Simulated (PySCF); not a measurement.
C₂H₈O₂Si, SMILES CO[Si@@H](C)O, geometry in Å:

```xyz
13

C      1.3589    -0.9724     0.3369
O      0.7123     0.1742     0.8031
Si    -0.3574     1.0902    -0.0860
C     -2.0236     0.2862    -0.2372
O     -0.5829     2.5124     0.7300
H      0.6644    -1.8259     0.2230
H      2.1337    -1.2689     1.0613
H      1.8544    -0.8086    -0.6392
H      0.2681     1.3136    -1.4310
H     -1.9543    -0.6752    -0.7699
H     -2.7226     0.9319    -0.7906
H     -2.4458     0.0979     0.7619
H      0.2116     2.9932     0.9786
```

GIAO shifts, PBE/pcSseg-2 in PySCF, at a PBE0-D3(BJ)/def2-SVP geometry (no frequency check), against TMS for ¹³C and H₂O for ¹⁷O computed at the same level (¹⁷O: a single water molecule, while the usual scale starts at liquid water and gives values some tens of ppm lower). Gas phase, fully decoupled, line heights follow the number of nuclei, widths are arbitrary (no quadrupolar broadening); values of one conformer, averaged over methyl-type rotors and exact or near symmetry; other conformers aren't averaged in.

Q: Predict the ¹³C spectrum.

A: 2 signals.


```
δ (ppm)  nuclei  atoms
   53.3       1     C1
   −3.4       1     C4
```

Q: Which ¹⁷O signals does it give?

A: 2 signals.


```
δ (ppm)  nuclei  atoms
   62.7       1     O5
   46.9       1     O2
```

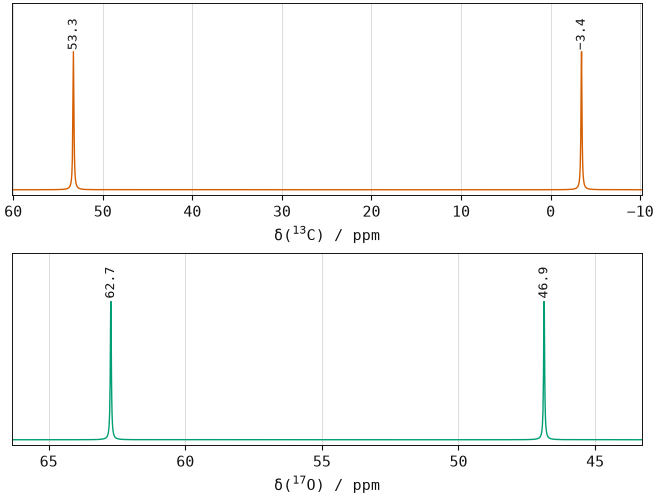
